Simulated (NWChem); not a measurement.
# A workflow on AlNH2ClF (SMILES [NH2][Al]([F])[Cl])

Aim: a structure relaxation (singlet AlNH2ClF, B3LYP-D3(BJ)/def2-SVP), then a geometry optimisation (doublet AlNH2ClF+, UB3LYP-D3(BJ)/def2-SVP) of AlClFH2N. 

The results are computed with NWChem 7.3.0.

### 1 The system as given

The species is AlNH2ClF (6 atoms), meant as a singlet with charge 0. As SMILES, `[NH2][Al]([F])[Cl]`. The shape is that of a PBE0-D4/def2-TZVP optimisation. The run starts from this shape.

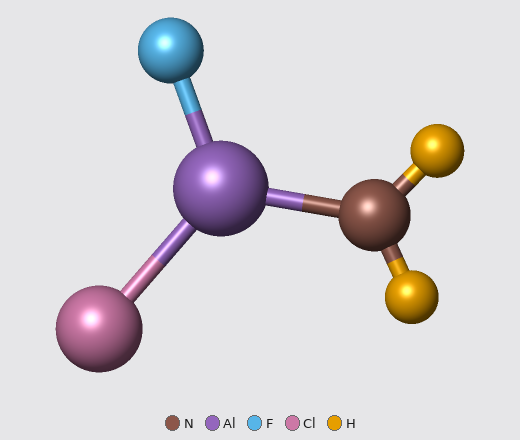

Viewed from a chosen angle; nitrogen brown, aluminium purple, fluorine blue, chlorine pink, hydrogen amber.

### 2 A geometry optimisation at B3LYP-D3(BJ)/def2-SVP (run 1)

File alclfh2n.xyz:

```xyz
6

N     -0.112300     0.982600    -0.025800
Al     0.152500    -0.739100     0.092300
F      1.041800    -1.345500     1.331100
Cl    -0.641100    -2.049400    -1.313600
H      0.246300     1.661500     0.624800
H     -0.645100     1.426000    -0.754900
```

File alclfh2n.nw:

```
start alclfh2n
memory 2200 mb

geometry units angstroms
   load format xyz alclfh2n.xyz
end

basis spherical bse
   N library def2-SVP
   Al library def2-SVP
   F library def2-SVP
   Cl library def2-SVP
   H library def2-SVP
end

dft
   xc b3lyp
   disp vdw 4
   grid fine
   convergence energy 1e-07
   iterations 100
   mulliken
   print low
end

driver
   maxiter 60
end

freq
   temp 2 298.15 500
end

task dft optimize
task dft frequencies
```

The run is started by

```console
nwchem alclfh2n.nw > alclfh2n.out
```

Output, shortened:

```text
[...]
 Group name             Cs
[...]
 d= 0,ls=0.0,diis     1   -858.2289143278 -1.06D+03  1.67D-02  7.55D-01     0.5
[...]
         Total DFT energy =     -858.310584597253
[...]
@    0    -858.31058460  0.0D+00  0.01227  0.00463  0.00000  0.00000      4.6
[...]
         Total DFT energy =     -858.310961425546
[...]
@    1    -858.31096143 -3.8D-04  0.00408  0.00167  0.01102  0.02663      8.2
[...]
@    3    -858.31102757 -2.6D-06  0.00062  0.00019  0.00070  0.00203     15.5
[...]
         Total DFT energy =   -858.311028951361
[...]
@    4    -858.31102895 -1.4D-06  0.00004  0.00002  0.00098  0.00270     18.4
[...]
         Total DFT energy =     -858.311029003774
[...]
         Total DFT energy =   -858.311029003774
                         DFT ENERGY GRADIENTS
    atom               coordinates                        gradient
                 x          y          z           x          y          z
   1 N      -2.760948  -2.490955   0.000000   -0.000004  -0.000032   0.000000
   2 Al      0.065369  -0.761185   0.000000    0.000032   0.000025   0.000000
   3 F       2.819819  -2.262413   0.000000   -0.000015  -0.000010   0.000000
   4 Cl      0.054364   3.192760   0.000000   -0.000004   0.000010   0.000000
   5 H      -2.871757  -4.406049   0.000000   -0.000005  -0.000000   0.000000
   6 H      -4.513399  -1.711664   0.000000   -0.000004   0.000007   0.000000
[...]
@    5    -858.31102900 -5.2D-08  0.00002  0.00001  0.00007  0.00016     20.9
[...]
      Optimization converged
[...]
@    5    -858.31102900 -5.2D-08  0.00002  0.00001  0.00007  0.00016     20.9
[...]
 d= 0,ls=0.0,diis     2   -858.3110291499  8.52D-10  8.12D-07  1.75D-08    22.0
         Total DFT energy =     -858.311029149914
      One electron energy =    -1579.150424412675
           Coulomb energy =      589.853690638227
    Exchange-Corr. energy =      -65.217579198732
 Nuclear repulsion energy =      196.210249142247
    Dispersion correction =       -0.006965318981
[...]
      Total Density - Mulliken Population Analysis
[...]
 Normal Eigenvalue ||           Projected Infra Red Intensities
  Mode   [cm**-1]  || [atomic units] [(debye/angs)**2] [(KM/mol)] [arbitrary]
 ------ ---------- || -------------- ----------------- ---------- -----------
    1       -0.000 ||    0.000063           0.001         0.061       0.014
    2       -0.000 ||    0.000518           0.012         0.505       0.119
    3       -0.000 ||    0.002120           0.049         2.067       0.487
    4       -0.000 ||    0.001104           0.025         1.076       0.254
    5       -0.000 ||    0.000224           0.005         0.218       0.051
    6        0.000 ||    0.000700           0.016         0.682       0.161
    7      173.530 ||    0.004424           0.102         4.312       1.017
    8      215.084 ||    0.020813           0.480        20.290       4.784
    9      251.663 ||    0.054609           1.260        53.235      12.552
   10      361.677 ||    0.001589           0.037         1.549       0.365
   11      406.196 ||    0.178641           4.121       174.148      41.062
   12      495.822 ||    0.031590           0.729        30.796       7.261
   13      663.919 ||    0.050267           1.160        49.003      11.554
   14      825.981 ||    0.175725           4.054       171.305      40.392
[...]
```

Wall time 71 s (1 thread of AMD EPYC 9R45 (Zen 5), shared host); peak memory 0.16 GiB.

Step by step:

```csv
step,energy from the first frame kept (eV)
0,0.0000
1,-0.0103
2,-0.0120
3,-0.0121
4,-0.0121
5,-0.0121
```

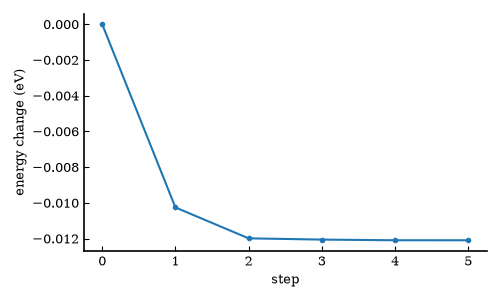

Energy along the run.

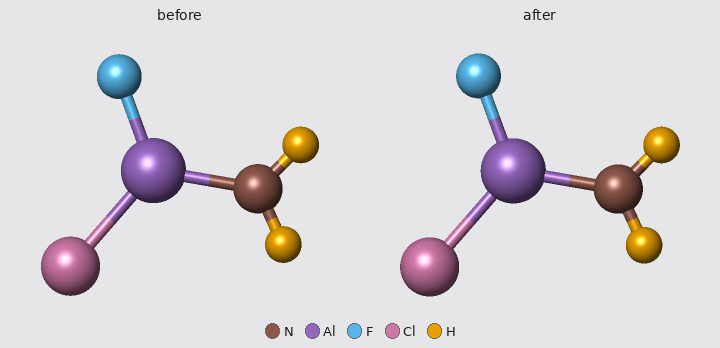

Before and after, at one scale.

After the run. Bond lengths: N1–Al2 1.753 Å, Al2–F3 1.660 Å, Al2–Cl4 2.092 Å, N1–H5 1.015 Å, N1–H6 1.015 Å. Angles: N1–Al2–F3 119.9°, N1–Al2–Cl4 121.3°, F3–Al2–Cl4 118.8°, Al2–N1–H5 124.8°, Al2–N1–H6 124.6°, H5–N1–H6 110.7°.

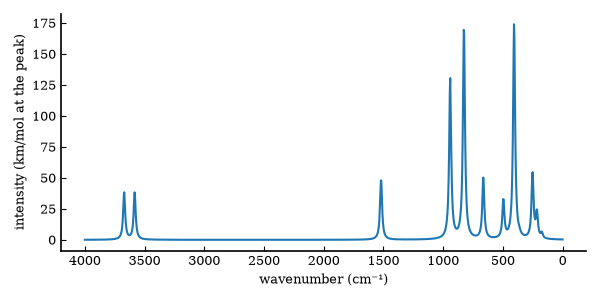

Harmonic infrared spectrum, unscaled, lines broadened by 10 cm⁻¹.

### 3 The doublet cation: a geometry optimisation at UB3LYP-D3(BJ)/def2-SVP (run 2)

File m1.nw:

```
start m1
memory total 2200 mb
charge 1

geometry units angstrom noautosym
  N    -0.112300    0.982600   -0.025800
  Al    0.152500   -0.739100    0.092300
  F     1.041800   -1.345500    1.331100
  Cl   -0.641100   -2.049400   -1.313600
  H     0.246300    1.661500    0.624800
  H    -0.645100    1.426000   -0.754900
end

basis spherical bse
  * library def2-SVP
end

dft
  xc b3lyp
  mult 2
  disp vdw 4
  grid fine
  convergence energy 1e-07
  iterations 100
  mulliken
  print low
end

driver
  maxiter 60
end

freq
  temp 2 298.15 573.15
end

task dft optimize
task dft frequencies
```

The run is started by

```console
nwchem m1.nw > m1.out
```

Output:

```text
Northwest Computational Chemistry Package (NWChem) 7.3.0
             --------------------------------------------------------

           Job information
           ---------------

    nwchem branch   = 7.3.0
    use scalapack   = T
    input           = m1.nw
    prefix          = m1.
    data base       = ./m1.db
    status          = startup
    nproc           =        1

           Memory information
           ------------------

    heap     =     72089600 doubles =      550.0 Mbytes
    stack    =     72089597 doubles =      550.0 Mbytes
    global   =    144179200 doubles =     1100.0 Mbytes (distinct from heap & stack)
    total    =    288358397 doubles =     2200.0 Mbytes
    verify   = yes
    hardfail = no

           Directory information
           ---------------------

  0 permanent = .
  0 scratch   = .

                                NWChem Input Module
                                -------------------

 Scaling coordinates for geometry "geometry" by  1.889725989
 (inverse scale =  0.529177249)

          ------
          auto-z
          ------
  no constraints, skipping    0.0000000000000000
  no constraints, skipping    0.0000000000000000

                             Geometry "geometry" -> ""
                             -------------------------

[... 22 lines left out ...]
            Nuclear Dipole moment (a.u.)
[... 139 lines left out ...]
            Nuclear Dipole moment (a.u.)
[... 56 lines left out ...]
   convergence    iter        energy       DeltaE   RMS-Dens  Diis-err    time
[... 13 lines left out ...]
      Calculation failed to converge
[... 2 lines left out ...]
         Total DFT energy =     -857.930747052919
      One electron energy =    -1570.153452006912
           Coulomb energy =      579.453620427691
    Exchange-Corr. energy =      -64.887387640174
 Nuclear repulsion energy =      197.663480820821
[... 46 lines left out ...]
     ------------------------------------------
      Spin Density - Lowdin Population Analysis
     ------------------------------------------

    Atom       Charge   Shell Charges
 -----------   ------   -------------------------------------------------------
    1 N    7     0.78   0.00  0.02  0.00  0.49  0.28 -0.00
    2 Al  13    -0.01  -0.00 -0.00 -0.01 -0.00 -0.00 -0.02 -0.02  0.04
    3 F    9     0.00  -0.00  0.00 -0.00  0.00  0.00 -0.00
    4 Cl  17     0.23   0.00  0.00  0.00 -0.00  0.01  0.10  0.12 -0.00
    5 H    1     0.00  -0.01 -0.00  0.02
    6 H    1     0.00  -0.01 -0.00  0.02

     --------------------------
     Expectation value of S2:
     --------------------------
      <S2> =      0.7571 (Exact =     0.7500)

 ------------------------------------------------------------------------
 driver: task_gradient failed                   0
 ------------------------------------------------------------------------
 ------------------------------------------------------------------------
  current input line :
    37: task dft optimize
 ------------------------------------------------------------------------
 ------------------------------------------------------------------------
 There is an error related to the specified geometry
 ------------------------------------------------------------------------

0:driver: task_gradient failed:Received an Error in Communication
  Errorcode: -1
```

Wall time 74 s (1 thread of AMD EPYC 9R45 (Zen 5), shared host); peak memory 0.13 GiB.

No converged result was reached.

### 4 Results

| quantity | value |
| --- | --- |
| run 1, B3LYP-D3(BJ)/def2-SVP: total energy at the end | -858.31103 Eh |
| run 1, B3LYP-D3(BJ)/def2-SVP: dispersion energy | -18.29 kJ/mol |
| run 1, B3LYP-D3(BJ)/def2-SVP: lowest harmonic wavenumber | 174 cm⁻¹ |
| run 1, B3LYP-D3(BJ)/def2-SVP: highest harmonic wavenumber | 3670 cm⁻¹ |
| run 1, B3LYP-D3(BJ)/def2-SVP: zero-point energy | 78.4 kJ/mol |
| run 1, B3LYP-D3(BJ)/def2-SVP: ideal-gas entropy at 298.15 K (symmetry number 1 as used) | 75.6 cal/(mol K) |
| doublet cation | no result (not converged) |

**Reading.** All 12 modes (run 1, B3LYP-D3(BJ)/def2-SVP) are real, so the shape is a minimum at this level. The optimisation (run 1, B3LYP-D3(BJ)/def2-SVP) took 6 steps and changed the energy by -0.012 eV. Mulliken charges (run 1, B3LYP-D3(BJ)/def2-SVP) run from -0.42 on N1 to +0.85 on Al2. 1 of the 2 runs did not end normally.
